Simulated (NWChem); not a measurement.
**NCO (nco radical) at 6 levels**

Wanted: a comparison of 6 runs (UHF/STO-3G, UHF/def2-SVP, UPBE/6-31G*, UPBE0/pcseg-1, U-r2SCAN/6-31G**, UB3LYP/6-31G*) of NCO (nco radical). 

The calculation is run with NWChem 7.3.0.

## (1) The structure to begin with

NCO: 3 atoms, total charge 0, spin state doublet. As SMILES, `[N]=C=O`. The shape is that of a PBE0-D4/def2-TZVP optimisation.

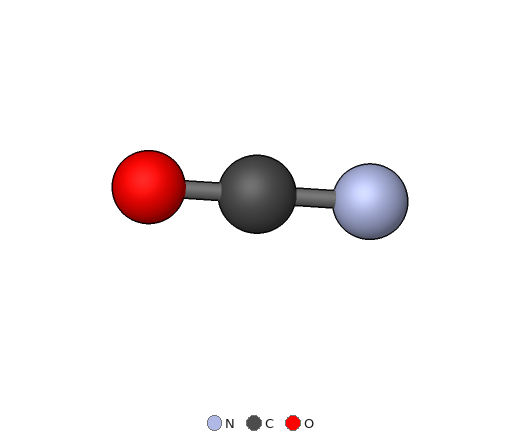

The structure, seen from a chosen angle (nitrogen light blue, carbon dark grey, oxygen red).

## (2) Energy and forces at UHF/STO-3G (run 1)

geom.nw reads:

```
start geom
title "CNO"
memory 2200 mb

geometry units angstrom noautosym nocenter noautoz
  N     0.968200    0.423100    0.579200
  C    -0.013800   -0.006000   -0.008300
  O    -0.954400   -0.417100   -0.571000
end

basis "ao basis" spherical bse
  * library STO-3G
end

scf
  nopen 1
  uhf
  thresh 1e-08
  maxiter 80
  print medium
end

task scf gradient
```

Run with:

```sh
$ nwchem geom.nw > geom.out
```

Log:

```text
[...]
  functions       =    15
[...]
  wavefunction    = UHF
[...]
         Total SCF energy =   -164.914867120333
      One electron energy =   -329.047638059185
      Two electron energy =    111.863886696739
 Nuclear repulsion energy =     52.268884242113
                       Sz =      0.5000
                 Sz(Sz+1) =      0.7500
                      S^2 =      0.9978
[...]
                         UHF ENERGY GRADIENTS
    atom               coordinates                        gradient
                 x          y          z           x          y          z
   1 N       1.829633   0.799543   1.094529   -0.022264  -0.009732  -0.013318
   2 C      -0.026078  -0.011338  -0.015685   -0.115332  -0.050402  -0.068997
   3 O      -1.803554  -0.788205  -1.079034    0.137596   0.060134   0.082316
[...]
```

Run time: 0.95 s. Hardware: 1 thread of AMD EPYC 9R14 (Zen 4), shared host; peak memory 0.099 GiB.

## (3) Energy and gradient at UHF/def2-SVP (run 2)

run.py reads:

```python
from ase import Atoms
from ase.calculators.nwchem import NWChem

molecule = Atoms(['N', 'C', 'O'], positions=[
    [0.968200, 0.423100, 0.579200],
    [-0.013800, -0.006000, -0.008300],
    [-0.954400, -0.417100, -0.571000],
])

calc = NWChem(
    label='calc',
    theory='scf',
    memory='2200 mb',
    basis='def2-SVP',
    basispar='spherical bse',
    scf={'nopen': '1', 'uhf': None, 'thresh': '1e-08', 'maxiter': '80'},
)
molecule.calc = calc

forces = molecule.get_forces()
print(f"energy = {molecule.get_potential_energy():.6f} eV")
print("forces (eV/A):")
for s, f in zip(molecule.symbols, forces):
    print(f"{s:2s} {f[0]:10.5f} {f[1]:10.5f} {f[2]:10.5f}")
```

Run with:

```sh
$ export ASE_NWCHEM_COMMAND="nwchem PREFIX.nwi > PREFIX.nwo"
$ python run.py
```

Log:

```text
energy = -4544.096219 eV
forces (eV/A):
N    -1.16744   -0.50985   -0.69852
C    -0.21515   -0.09467   -0.12845
O     1.38259    0.60452    0.82702
```

The calculator wrote calc.nwi:

```
title "calc"

permanent_dir calc

scratch_dir calc

start calc

geometry units angstrom nocenter noautosym noautoz
  N  9.6819999999999995e-01 4.2309999999999998e-01 5.7920000000000005e-01
  C  -1.3800000000000000e-02 -6.0000000000000001e-03 -8.3000000000000001e-03
  O  -9.5440000000000003e-01 -4.1710000000000003e-01 -5.7099999999999995e-01
end

memory 2200 mb

basis spherical bse noprint
   * library def2-SVP
end

scf
  nopen 1
  uhf
  thresh 1e-08
  maxiter 80
end

task scf gradient
```

calc.nwo, cut to the lines that bear on the results:

```text
[...]
      One electron energy =   -330.516350599382
[... 1 line left out ...]
 Nuclear repulsion energy =     52.268884242112
[... 33 lines left out ...]
          Final beta eigenvalues
[... 185 lines left out ...]
                     UHF Final Beta Molecular Orbital Analysis
[...]
  wavefunction    =   UHF
                         UHF ENERGY GRADIENTS
    atom               coordinates                        gradient
                 x          y          z           x          y          z
   1 N       1.829633   0.799543   1.094529    0.022703   0.009915   0.013584
   2 C      -0.026078  -0.011338  -0.015685    0.004184   0.001841   0.002498
   3 O      -1.803554  -0.788205  -1.079034   -0.026887  -0.011756  -0.016083
[...]
```

Wall time 2.8 s (1 thread of AMD EPYC 9R14 (Zen 4), shared host); peak memory 0.1 GiB.

Runs 3 to 4 aren't shown in full; the table further down has their settings and results.

## (4) Energy and gradient at U-r2SCAN/6-31G(d,p) (spherical functions) (run 5)

mol.nw reads:

```
start mol
memory 2200 mb
charge 0

geometry units angstrom noautosym nocenter noautoz
  N     0.968200    0.423100    0.579200
  C    -0.013800   -0.006000   -0.008300
  O    -0.954400   -0.417100   -0.571000
end

basis spherical bse
  * library 6-31G**
end

dft
  xc r2scan
  mult 2
  grid xfine
  convergence energy 1e-08
  maxiter 100
  mulliken
end

task dft gradient
```

Run with:

```sh
$ nwchem mol.nw > mol.out
```

Log:

```text
[...]
          Wavefunction type:  spin polarized.
          No. of atoms     :     3
          No. of electrons :    21
[...]
          Charge           :     0
          Spin multiplicity:     2
[...]
          AO basis - number of functions:    42
[...]
              XC Information
              --------------
                      r^2SCAN Method XC Functional
               r^2SCAN metaGGA Exchange Functional  1.000
                     r^2SCAN Correlation Potential  1.000
[...]
 d= 0,ls=0.0,diis     1   -167.8342016456 -2.20D+02  1.17D-02  1.61D-01     0.7
[...]
 d= 0,ls=0.0,diis    13   -167.9146554012 -1.19D-10  1.02D-07  1.30D-11     7.9
[...]
         Total DFT energy =     -167.914655401188
      One electron energy =     -331.174087085913
           Coulomb energy =      131.717457506113
    Exchange-Corr. energy =      -20.726910063501
 Nuclear repulsion energy =       52.268884242113
[...]
      Total Density - Mulliken Population Analysis
     ---------------------------------------------
    Atom       Charge   Shell Charges
 -----------   ------   -------------------------------------------------------
    1 N    7     7.29   2.00  0.87  2.19  0.98  1.22  0.04
    2 C    6     5.45   2.00  0.72  1.96  0.17  0.50  0.10
    3 O    8     8.26   2.00  0.95  2.82  0.93  1.53  0.03
[...]
      <S2> =      0.7623 (Exact =     0.7500)
[...]
  wavefunction    = open shell
                         DFT ENERGY GRADIENTS
    atom               coordinates                        gradient
                 x          y          z           x          y          z
   1 N       1.829633   0.799543   1.094529   -0.018864  -0.008246  -0.011284
   2 C      -0.026078  -0.011338  -0.015685   -0.007309  -0.003190  -0.004376
   3 O      -1.803554  -0.788205  -1.079034    0.026173   0.011436   0.015660
[...]
```

Run time: 11 s. Hardware: 1 thread of AMD EPYC 9R14 (Zen 4), shared host; peak memory 0.12 GiB.

## (5) Energy and gradient at UB3LYP/6-31G(d) (Cartesian functions) (run 6)

calc.nw reads:

```
start calc
title "CNO gradient"
memory 2200 mb

geometry units angstrom noautosym nocenter noautoz
  N        0.968200       0.423100       0.579200
  C       -0.013800      -0.006000      -0.008300
  O       -0.954400      -0.417100      -0.571000
end

basis
  * library 6-31G*
end

dft
  xc b3lyp
  mult 2
  grid xfine
  convergence energy 1e-08
  iterations 100
  mulliken
end

task dft gradient
```

Run with:

```sh
$ nwchem calc.nw > calc.out
```

Log:

```text
[...]
          Wavefunction type:  spin polarized.
          No. of atoms     :     3
          No. of electrons :    21
[...]
          Charge           :     0
          Spin multiplicity:     2
[...]
          AO basis - number of functions:    45
[...]
              XC Information
              --------------
                         B3LYP Method XC Potential
                     Hartree-Fock (Exact) Exchange  0.200
                        Slater Exchange Functional  0.800 local
                    Becke 1988 Exchange Functional  0.720 non-local
              Lee-Yang-Parr Correlation Functional  0.810
                  VWN I RPA Correlation Functional  0.190 local
[...]
 d= 0,ls=0.0,diis     1   -167.9168704983 -2.20D+02  1.09D-02  1.87D-01     0.6
[...]
 d= 0,ls=0.0,diis    12   -168.0005987131 -4.53D-09  2.31D-07  1.32D-10     6.2
[...]
         Total DFT energy =     -168.000598713150
      One electron energy =     -331.227552816229
           Coulomb energy =      131.754262386815
    Exchange-Corr. energy =      -20.796192525848
 Nuclear repulsion energy =       52.268884242113
[...]
      Total Density - Mulliken Population Analysis
     ---------------------------------------------
    Atom       Charge   Shell Charges
 -----------   ------   -------------------------------------------------------
    1 N    7     7.34   1.99  0.87  2.21  1.09  1.20 -0.02
    2 C    6     5.36   1.99  0.75  1.97  0.16  0.45  0.03
    3 O    8     8.29   1.99  0.93  2.84  1.00  1.52  0.01
[...]
      <S2> =      0.7619 (Exact =     0.7500)
[...]
  wavefunction    = open shell
                         DFT ENERGY GRADIENTS
    atom               coordinates                        gradient
                 x          y          z           x          y          z
   1 N       1.829633   0.799543   1.094529   -0.012726  -0.005564  -0.007612
   2 C      -0.026078  -0.011338  -0.015685   -0.011675  -0.005097  -0.006988
   3 O      -1.803554  -0.788205  -1.079034    0.024401   0.010661   0.014599
[...]
```

Wall time 8.1 s (1 thread of AMD EPYC 9R14 (Zen 4), shared host); peak memory 0.12 GiB.

## (6) All runs side by side

```tsv
run	level	iteration cap	module	energy (Eh)	dipole moment (D)	HOMO energy (eV)	LUMO energy (eV)	wall time
1	UHF/STO-3G	80	scf	-164.914867	1.20	-8.94	4.45	0.95 s
2	UHF/def2-SVP	80	scf	-166.992457	0.84	-12.28	-0.35	2.8 s
3	UPBE/6-31G* (spherical functions)	100	dft	-167.819363	–	–	–	14 s
4	UPBE0/pcseg-1	100	dft	-167.784200	–	–	–	6.9 s
5	U-r2SCAN/6-31G** (spherical functions)	100	dft	-167.914655	0.80	-7.71	-6.59	11 s
6	UB3LYP/6-31G* (Cartesian functions)	100	dft	-168.000599	0.75	-8.54	-5.95	8.1 s
```

## (7) Results

| quantity | value |
| --- | --- |
| run 6: total energy | -168.00060 Eh |
| run 6: dipole moment | 0.75 D |
| run 6: HOMO energy (highest over α and β) | -8.54 eV |
| run 6: LUMO energy (lowest over α and β) | -5.95 eV |
| run 6: ⟨S²⟩ | 0.762 |
| run 6: largest force on an atom | 1.562 eV/Å |

In words: Over runs 1, 2, 5, 6 the dipole moment (its size) runs from 0.75 D (UB3LYP/6-31G*) to 1.20 D (UHF/STO-3G). The two ends differ in method and basis. Totals of different functionals can't be ranked against each other. In run 1 the basis is minimal, so the values are rough. Spin contamination of the reference: run 1 ⟨S²⟩ = 1.00. All runs together took 43 s, the longest 14 s.
